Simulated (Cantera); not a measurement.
Charge: 1 mol C2H4, 0.012 mol O2, 2.9 mol H2, at 4.80 bar.

Method: chemical equilibrium by Gibbs-energy minimisation in Cantera with the NASA 1993 tables (ideal gas, pure condensed phases). Candidate condensed phases: C, C6H6, C7H8, C8H18, H2O; 110 gas species. The numbers say what is thermodynamically allowed, not how fast it happens.

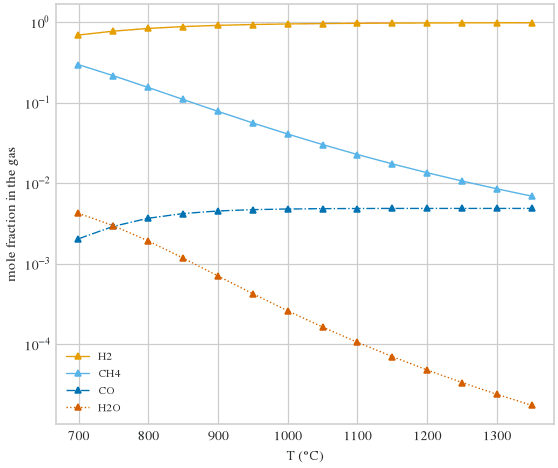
Figure. Equilibrium gas composition (values under 1e-9 drawn at 1e-9)

From 700 °C to 1350 °C the condensed part is C(graphite). The main C-bearing gas is CH4 throughout. The share of C in condensed phases is highest at 1350 °C (97.1 %) and lowest at 700 °C (43.2 %).
